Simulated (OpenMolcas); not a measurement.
# quartet GaNH3 at 6 levels

Aim: a comparison of 6 runs (UHF/def2-TZVP, U-r2SCAN/def2-TZVP, U-revPBE/def2-TZVP, UM06-L/def2-TZVP, UPBE/def2-TZVP, UTPSS/def2-TZVP) of quartet GaNH3. 

The calculation is run with OpenMolcas 26.06.

**1. The system as given**

GaNH3 has 5 atoms, charge 0, and is taken as a quartet. As SMILES of the parent species, `[NH2][GaH]`. The coordinates come from a PBE0-D4/def2-TZVP relaxation. This is one conformer, not always the lowest. That shape belongs to the parent species and isn't relaxed for this state.

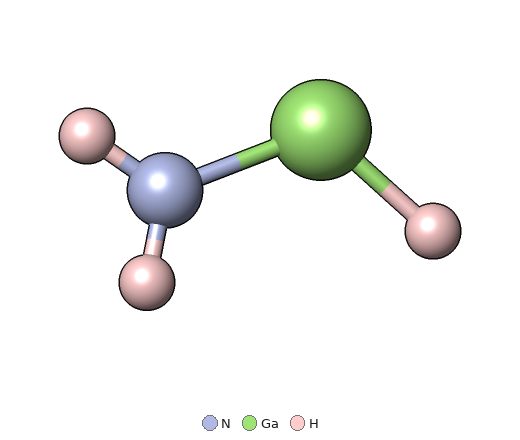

Viewed from a chosen angle; nitrogen light blue, gallium green, hydrogen pink.

**2. A single-point energy at UHF/def2-TZVP (run 1)**

geom.xyz

```xyz
5

N     -0.211900    -0.684000     0.064700
Ga     0.815500     0.782900     0.417000
H     -0.946800    -0.701300    -0.625100
H     -0.115200    -1.569300     0.532000
H      0.508200     2.097900    -0.430100
```

job.inp

```
&gateway
  baslib
  $CurrDir
  coord
  geom.xyz
  basis
  def2-TZVP
  group
  NoSym

&seward

&scf
  uhf
  spin
  4
  thresholds
  1e-10 1e-07 1e-07 1e-05
  prorbitals
  1 2
```

The basis set def2-TZVP is read from a file made from the Basis Set Exchange's data (not shown).

Launch:

```console
$ export MOLCAS_MEM=1860
$ pymolcas job.inp > job.log
```

The program printed:

```text
--- Start Module: gateway ---
[...]
--- Stop Module: gateway /rc=_RC_ALL_IS_WELL_ ---
--- Start Module: seward ---
[...]
      Basis functions           97
--- Stop Module: seward /rc=_RC_ALL_IS_WELL_ ---
[...]
--- Start Module: scf ---
[...]
       Convergence after  20 Iterations
[...]
::    Total SCF energy                              -1979.3225239124
[...]
      Total spin, S                                     1.5033034862
[...]
      Total electronic charge=   41.000000
      Total            charge=   -0.000000
[...]
      Dipole Moment (debye):
      Origin of the operator (angstrom)=    0.6129    0.5144    0.3388
                   X= -3.6123E+00               Y= -5.3777E+00               Z= -1.1453E+00           Total=  6.5787E+00
      Quadrupole Moment (debye*angstrom):
[...]
--- Stop Module: scf /rc=_RC_ALL_IS_WELL_ ---
[...]
```

Run time: 11 s. Hardware: 1 thread of Arm Neoverse V2, shared host; peak memory 0.54 GiB.

**3. A single-point energy at U-r2SCAN/def2-TZVP (run 2)**

geom.xyz is that of step 2.

test.input

```
>>> EXPORT MOLCAS_PRINT=2
&gateway
baslib=$CurrDir
coord=geom.xyz
basis=def2-TZVP
group=NoSym
&seward
gridinput
Grid=UltraFine
End of Grid
&scf
uhf
spin=4
ksdft=2
1.0 MGGA_X_R2SCAN
1.0 MGGA_C_R2SCAN
thresholds=1e-10 1e-07 1e-07 1e-05
prorbitals=1 2
```

The basis set def2-TZVP is read from a file made from the Basis Set Exchange's data (not shown).

Launch:

```console
$ export MOLCAS_MEM=1860
$ pymolcas test.input > test.log
```

The program printed:

```text
--- Start Module: gateway ---
[...]
--- Stop Module: gateway /rc=_RC_ALL_IS_WELL_ ---
--- Start Module: seward ---
[...]
      Basis functions           97
--- Stop Module: seward /rc=_RC_ALL_IS_WELL_ ---
[...]
--- Start Module: scf ---
[...]
       Convergence after  20 Iterations
[...]
::    Total KS-DFT energy                           -1981.1970700467
[...]
      Total spin, S                                     1.5020188500
[...]
      Total electronic charge=   41.000000
      Total            charge=   -0.000000
[...]
      Dipole Moment (debye):
      Origin of the operator (angstrom)=    0.6129    0.5144    0.3388
                   X= -3.4197E+00               Y= -5.1102E+00               Z= -1.0764E+00           Total=  6.2424E+00
      Quadrupole Moment (debye*angstrom):
[...]
--- Stop Module: scf /rc=_RC_ALL_IS_WELL_ ---
[...]
```

Wall time 62 s (1 thread of Arm Neoverse V2, shared host); peak memory 0.54 GiB.

Run 3 isn't shown in full; the table further down has it.

**4. The energy at UM06-L/def2-TZVP (run 4)**

run.input

```
* GaH3N Kohn-Sham DFT
>>> EXPORT MOLCAS_PRINT=2
&GATEWAY
BasLib=$CurrDir
Coord
5
angstrom
N       -0.211900      -0.684000       0.064700
Ga       0.815500       0.782900       0.417000
H       -0.946800      -0.701300      -0.625100
H       -0.115200      -1.569300       0.532000
H        0.508200       2.097900      -0.430100
Basis=def2-TZVP
Group=NoSym
&SEWARD
GridInput
Grid=UltraFine
End of Grid
&SCF
UHF
Spin=4
KSDFT=M06L
Thresholds=1e-10 1e-07 1e-07 1e-05
PrOrbitals=1
```

The basis set def2-TZVP is read from a file made from the Basis Set Exchange's data (not shown).

Launch:

```console
$ export MOLCAS_MEM=1860
$ pymolcas run.input > run.log
```

The program printed:

```text
--- Start Module: gateway ---
[...]
--- Stop Module: gateway /rc=_RC_ALL_IS_WELL_ ---
--- Start Module: seward ---
[...]
      Basis functions           97
--- Stop Module: seward /rc=_RC_ALL_IS_WELL_ ---
[...]
--- Start Module: scf ---
[...]
       Convergence after  25 Iterations
[...]
::    Total KS-DFT energy                           -1981.1560289432
[...]
      Total spin, S                                     1.5017451616
[...]
      Total electronic charge=   41.000000
      Total            charge=   -0.000000
[...]
      Dipole Moment (debye):
      Origin of the operator (angstrom)=    0.6129    0.5144    0.3388
                   X= -3.4965E+00               Y= -5.1293E+00               Z= -1.1410E+00           Total=  6.3117E+00
      Quadrupole Moment (debye*angstrom):
[...]
--- Stop Module: scf /rc=_RC_ALL_IS_WELL_ ---
[...]
```

Run time: 79 s. Hardware: 1 thread of Arm Neoverse V2, shared host; peak memory 0.54 GiB.

Run 5 isn't shown in full; the table further down has it.

**5. The energy at UTPSS/def2-TZVP (run 6)**

calc.input

```
&GATEWAY
 BASLIB = $CurrDir
 BASISSET
 N.def2-TZVP....
 N1 -0.211900 -0.684000 0.064700 angstrom
 End of Basis
 BASISSET
 Ga.def2-TZVP....
 Ga2 0.815500 0.782900 0.417000 angstrom
 End of Basis
 BASISSET
 H.def2-TZVP....
 H3 -0.946800 -0.701300 -0.625100 angstrom
 H4 -0.115200 -1.569300 0.532000 angstrom
 H5 0.508200 2.097900 -0.430100 angstrom
 End of Basis

&SEWARD
 GRIDINPUT
 Grid=UltraFine
 End of Grid

&SCF
 UHF
 SPIN = 4
 KSDFT = 2
 1.0 MGGA_X_TPSS
 1.0 MGGA_C_TPSS
 THRESHOLDS = 1e-10 1e-07 1e-07 1e-05
 PRORBITALS = 1 1
```

The basis set def2-TZVP is read from a file made from the Basis Set Exchange's data (not shown).

Launch:

```console
$ export MOLCAS_MEM=1860
$ pymolcas calc.input > calc.log
```

The program printed:

```text
--- Start Module: gateway ---
[...]
--- Stop Module: gateway /rc=_RC_ALL_IS_WELL_ ---
--- Start Module: seward ---
[...]
      Basis functions           97
--- Stop Module: seward /rc=_RC_ALL_IS_WELL_ ---
[...]
--- Start Module: scf ---
[...]
       Convergence after  23 Iterations
[...]
::    Total KS-DFT energy                           -1981.2344372648
[...]
      Total spin, S                                     1.5013816247
[...]
      Total electronic charge=   41.000000
      Total            charge=   -0.000000
[...]
      Dipole Moment (debye):
      Origin of the operator (angstrom)=    0.6129    0.5144    0.3388
                   X= -3.3670E+00               Y= -4.9979E+00               Z= -1.0744E+00           Total=  6.1212E+00
      Quadrupole Moment (debye*angstrom):
[...]
--- Stop Module: scf /rc=_RC_ALL_IS_WELL_ ---
[...]
```

Run time: 74 s. Hardware: 1 thread of Arm Neoverse V2, shared host; peak memory 0.54 GiB.

**6. All runs side by side**

```
run               level  integration grid   energy (Eh)  dipole moment (D)  HOMO energy (eV)   ⟨S²⟩  wall time
  1       UHF/def2-TZVP                 –  -1979.322524               6.58             -5.06  3.763       11 s
  2  U-r2SCAN/def2-TZVP         UltraFine  -1981.197070               6.24             -2.39  3.758       62 s
  3  U-revPBE/def2-TZVP         UltraFine  -1981.074370               5.95             -2.14  3.755       80 s
  4    UM06-L/def2-TZVP         UltraFine  -1981.156029               6.31             -2.08  3.757       79 s
  5      UPBE/def2-TZVP         UltraFine  -1980.865372               5.79             -2.16  3.754    3.4 min
  6     UTPSS/def2-TZVP         UltraFine  -1981.234437               6.12             -2.20  3.756       74 s
```

**7. Results**

| quantity | value |
| --- | --- |
| run 6: total energy | -1981.23444 Eh |
| run 6: dipole moment | 6.12 D |
| run 6: HOMO energy (highest over α and β) | -2.20 eV |
| run 6: ⟨S²⟩ | 3.756 |

The dipole moment (its size) runs from 5.79 D (UPBE/def2-TZVP) to 6.58 D (UHF/def2-TZVP). Totals of different functionals can't be ranked against each other. All runs together took 8.5 min, the longest 3.4 min.
